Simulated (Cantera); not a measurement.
A closed system holds: 1 mol SiHCl3, 0.011 mol Cl2, a varied amount of H2, at 1275 K and 1.00 bar.

These are equilibrium values from Cantera (NASA tables, ideal gas, pure condensed phases), not measurements of a reactor. Candidate condensed phases: Si; 19 gas species. The tables' values for SiCl3 are old estimates; treat these amounts as uncertain. Equilibrium is a limit: real reactors are often held back by kinetics, nucleation or transport.

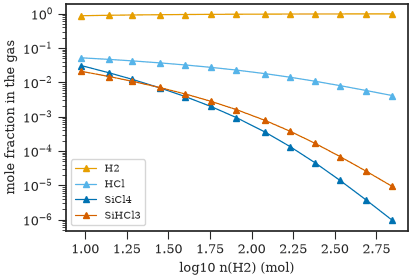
*Equilibrium gas composition (values under 1e-9 drawn at 1e-9)*

Question: Read off the mole fractions at 340 mol H2.

Answer: H2 about 0.99, HCl about 0.0081, SiHCl3 about 6.9e-5, SiCl4 about 1.4e-5.
